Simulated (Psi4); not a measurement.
# [PHF3]+ (SMILES F[PH+](F)F) at MP3/def2-SVPD

Aim: the vertical ionisation energy of [PHF3]+ at MP3/def2-SVPD, from 2 runs. 

The results are computed with Psi4 1.11.

4 further runs of the same task are left out: 1 that didn't finish, 3 set aside as unsound or not needed.

**1. The molecule**

[PHF3]+ has 5 atoms, charge +1, and is taken as a singlet. As SMILES, `F[PH+](F)F`. The coordinates come from a GFN2-xTB relaxation.

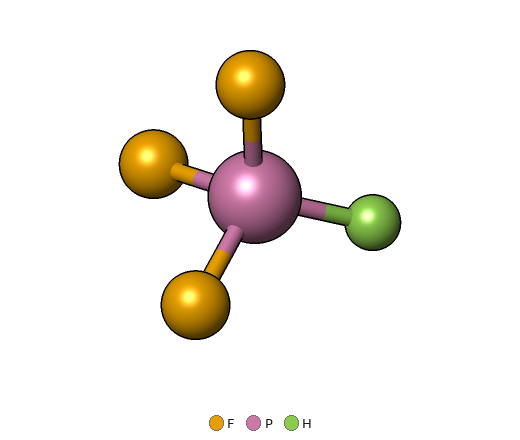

Viewed from a chosen angle; fluorine amber, phosphorus pink, hydrogen green.

**2. A single-point energy at MP3/def2-SVPD**

f3hp.json reads:

```json
{
 "schema_name": "qcschema_input",
 "schema_version": 1,
 "molecule": {
  "schema_name": "qcschema_molecule",
  "schema_version": 2,
  "symbols": ["F", "P", "F", "F", "H"],
  "geometry": [-1.24085087, -0.10894271, 2.50708075, 0.13129817, 0.15741419, -0.00980768, 1.31175339, -2.43719868, -0.41968928, -2.0023349, 0.2476864, -1.94084322, 1.80011531, 2.1410597, -0.13675948],
  "molecular_charge": 1,
  "molecular_multiplicity": 1,
  "fix_symmetry": "c1",
  "fix_com": true,
  "fix_orientation": true
 },
 "driver": "energy",
 "model": {
  "method": "mp3",
  "basis": "def2-SVPD"
 },
 "keywords": {
  "reference": "rhf",
  "puream": true,
  "e_convergence": 1e-09,
  "d_convergence": 1e-08,
  "scf_type": "pk",
  "num_frozen_docc": 8,
  "mp_type": "conv"
 }
}
```

On the command line:

```
psi4 --qcschema f3hp.json -n 1 --memory 1600MB
```

stdout:

```text
[...]
  Running in c1 symmetry.
[...]
  Nuclear repulsion =  205.959217664370698
[...]
  Multiplicity = 1
[...]
  Nalpha       = 21
  Nbeta        = 21
[...]
    Number of basis functions: 101
[...]
   @RHF iter   1:  -638.93131082038917    3.40591e-01   5.33016e-03 ADIIS/DIIS
[...]
   @RHF iter  11:  -639.06317299618831   -1.93268e-12   1.93238e-09 DIIS
[...]
    Orbital Energies [Eh]
    ---------------------
    Doubly Occupied:
       1A    -80.491918     2A    -26.638979     3A    -26.638947
       4A    -26.638780     5A     -8.026914     6A     -5.930633
       7A     -5.930627     8A     -5.928043     9A     -1.975503
      10A     -1.915341    11A     -1.915169    12A     -1.226354
      13A     -1.091884    14A     -1.087979    15A     -1.087963
      16A     -1.012273    17A     -1.012241    18A     -0.974445
      19A     -0.974374    20A     -0.956202    21A     -0.933327
[...]
  @RHF Final Energy:  -639.06317299618831
   => Energetics <=
    Nuclear Repulsion Energy =            205.9592176643706978
    One-Electron Energy =               -1285.2689917889260869
    Two-Electron Energy =                 440.2466011283670468
    Total Energy =                       -639.0631729961883138
[...]
 Multipole Moments:
 ------------------------------------------------------------------------------------
     Multipole            Electronic (a.u.)      Nuclear  (a.u.)        Total (a.u.)
 ------------------------------------------------------------------------------------
 L = 1.  Multiply by 2.5417464519 to convert [e a0] to [Debye]
 Dipole X            :         14.3143965          -13.6133036            0.7010930
 Dipole Y            :         17.0209171          -16.1838224            0.8370948
 Dipole Z            :         -1.0878516            1.0350596           -0.0527920
 Magnitude           :                                                    1.0931816
[...]
	SCS-MP2 Total Energy (a.u.)        :  -639.73522944260390
	SOS-MP2 Total Energy (a.u.)        :  -639.72243276254005
[...]
	SOS-PI-MP2 Total Energy (a.u.)     :  -639.77314505225945
[...]
	MP2 Total Energy (a.u.)            :  -639.76082280273204
[...]
	SCS-MP3 Total Energy (a.u.)        :  -639.73472805496920
[...]
	MP3 Total Energy (a.u.)            :  -639.75881725219324
[...]
```

The result, in JSON:

```text
{
 "driver": "energy",
 "model": {
  "method": "mp3",
  "basis": "def2-SVPD"
 },
 "success": true,
 "return_result": -639.7588172521932,
 "properties": {
  "calcinfo_nbasis": 101,
  "calcinfo_nmo": 101,
  "calcinfo_nalpha": 21,
  "calcinfo_nbeta": 21,
  "calcinfo_natom": 5,
  "nuclear_repulsion_energy": 205.9592176643707,
  "return_energy": -639.7588172521932,
  "scf_one_electron_energy": -1285.268991788926,
  "scf_two_electron_energy": 440.24660112836705,
  "scf_dipole_moment": [0.7010929715198699, 0.8370947816418095, -0.05279204139555249],
  "scf_total_energy": -639.0631729961883,
  "scf_iterations": 11,
  "mp2_same_spin_correlation_energy": -0.19052690935003813,
  "mp2_opposite_spin_correlation_energy": -0.5071228971936371,
  "mp2_singles_energy": 0.0,
  "mp2_doubles_energy": -0.6976498065436753,
  "mp2_correlation_energy": -0.6976498065437227,
  "mp2_total_energy": -639.760822802732
 }
}
```

Wall time 7.8 s (1 thread of AMD EPYC 9R45 (Zen 5), shared host); peak memory 0.83 GiB.

**3. Doublet [PHF3]2+**

f3hp.xyz reads:

```xyz
5
F3HP
F     -0.656630    -0.057650     1.326690
P      0.069480     0.083300    -0.005190
F      0.694150    -1.289710    -0.222090
F     -1.059590     0.131070    -1.027050
H      0.952580     1.133000    -0.072370
```

run.py reads:

```python
import numpy as np
from ase.calculators.psi4 import Psi4
from ase.io import read

mol = read('f3hp.xyz')
calc = Psi4(atoms=mol, method='mp3', basis='def2-SVPD', memory='1600MB', num_threads=1, charge=2, multiplicity=2, label='f3hp', reference='uhf')
calc.psi4.set_options({'puream': True, 'e_convergence': 1e-09, 'd_convergence': 1e-08, 'scf_type': 'pk', 'num_frozen_docc': 8, 'maxiter': 200, 'mp_type': 'conv'})
mol.calc = calc

print(f'energy: {mol.get_potential_energy():.6f} eV')
```

On the command line:

```
python run.py
```

f3hp.dat:

```text
[...]
  Running in c1 symmetry.
[...]
  Nuclear repulsion =  205.959217613234301
[...]
  Multiplicity = 2
[...]
  Nalpha       = 21
  Nbeta        = 20
[...]
    Number of basis functions: 101
[...]
   @UHF iter   1:  -637.94230021483577    1.32960e+00   6.27220e-03 DIIS/ADIIS
[...]
   @UHF iter  25:  -638.16909646766157   -1.14824e-11   8.69363e-09 DIIS
[...]
   @S^2 Observed:                8.055586871E-01
[...]
    Orbital Energies [Eh]
    ---------------------
    Alpha Occupied:
       1A    -80.826406     2A    -26.974910     3A    -26.974739
       4A    -26.973662     5A     -8.361268     6A     -6.268704
       7A     -6.262557     8A     -6.262551     9A     -2.295576
      10A     -2.238240    11A     -2.237428    12A     -1.574283
      13A     -1.432730    14A     -1.401988    15A     -1.401556
      16A     -1.334500    17A     -1.334393    18A     -1.318873
      19A     -1.288389    20A     -1.288042    21A     -1.268574
    Alpha Virtual:
      22A     -0.430000    23A     -0.429887    24A     -0.401556
      25A     -0.292042    26A     -0.216493    27A     -0.165604
[...]
  @UHF Final Energy:  -638.16909646766157
   => Energetics <=
    Nuclear Repulsion Energy =            205.9592176132343013
    One-Electron Energy =               -1271.6162225456362194
    Two-Electron Energy =                 427.4879084647402578
    Total Energy =                       -638.1690964676615749
  UHF NO Occupations:
  HONO-2 :   19  A 1.9920363
  HONO-1 :   20  A 1.9883312
[...]
 Multipole Moments:
 ------------------------------------------------------------------------------------
     Multipole            Electronic (a.u.)      Nuclear  (a.u.)        Total (a.u.)
 ------------------------------------------------------------------------------------
 L = 1.  Multiply by 2.5417464519 to convert [e a0] to [Debye]
 Dipole X            :          0.2823903            1.2778221            1.5602123
 Dipole Y            :          0.3440267            1.5201012            1.8641279
 Dipole Z            :         -0.0201556           -0.0970402           -0.1171958
 Magnitude           :                                                    2.4337153
[...]
	SCS-MP2 Total Energy (a.u.)        :  -638.84990924068620
	SOS-MP2 Total Energy (a.u.)        :  -638.83402998860538
[...]
	SOS-PI-MP2 Total Energy (a.u.)     :  -638.88517872098566
[...]
	MP2 Total Energy (a.u.)            :  -638.88166774484773
[...]
	SCS-MP3 Total Energy (a.u.)        :  -638.84641542742770
[...]
	MP3 Total Energy (a.u.)            :  -638.86769249181395
[...]
```

Standard output:

```text
energy: -17384.475399 eV
```

It took 16 s on 1 thread of AMD EPYC 9R45 (Zen 5), shared host; peak memory 0.86 GiB.

**4. Results**

Level: MP3/def2-SVPD, 8 core orbitals frozen.

| quantity | value |
| --- | --- |
| singlet [PHF3]+: total energy | -639.75882 Eh |
| singlet [PHF3]+: HOMO energy (Hartree–Fock orbitals) | -25.40 eV |
| singlet [PHF3]+: LUMO energy (Hartree–Fock orbitals) | -3.67 eV |
| singlet [PHF3]+: HOMO–LUMO gap (Hartree–Fock orbitals) | 21.73 eV |
| singlet [PHF3]+: correlation energy (8 core orbitals frozen) | -695.6 mEh |
| doublet [PHF3]2+: total energy | -638.86769 Eh |
| doublet [PHF3]2+: HOMO energy (Hartree–Fock orbitals) (highest over α and β) | -32.67 eV |
| doublet [PHF3]2+: LUMO energy (Hartree–Fock orbitals) (lowest over α and β) | -23.23 eV |
| doublet [PHF3]2+: correlation energy (8 core orbitals frozen) | -698.6 mEh |
| doublet [PHF3]2+: ⟨S²⟩ of the reference determinant | 0.806 |
| vertical ionisation energy (to the doublet dication) | 24.249 eV |

In words: Removing an electron at fixed nuclei costs 24.25 eV (559 kcal/mol).
